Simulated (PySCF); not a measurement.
C₂H₅FSi₂, SMILES F[SiH2]C#C[SiH3] at its PBE0/def2-SVP optimised geometry (Å):

```
10

Si     2.4594    -0.0994     0.0075
C      0.6192    -0.0687     0.0021
C     -0.6052    -0.0452     0.0000
Si    -2.4342    -0.0452     0.0000
F     -2.9677     1.4871     0.0000
H      2.9677     0.8324    -1.0390
H      2.9537     0.3251     1.3482
H      2.9203    -1.4871    -0.2841
H     -2.9336    -0.7083     1.2316
H     -2.9337    -0.7111    -1.2302
```

Calculation: PBE0/def2-TZVP in PySCF.

Map of the log10 of the electron density (e/bohr³), floored at −4 on the plane z = 1.0 Å:

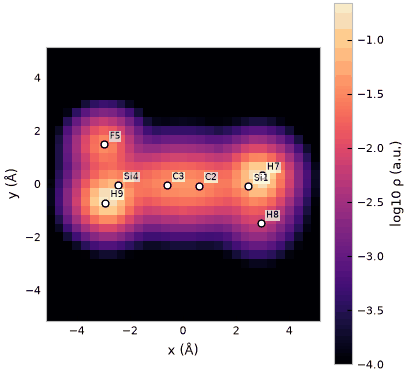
Fig. 1. Log10 of the electron density (e/bohr³), floored at −4 on the plane z = 1.0 Å.
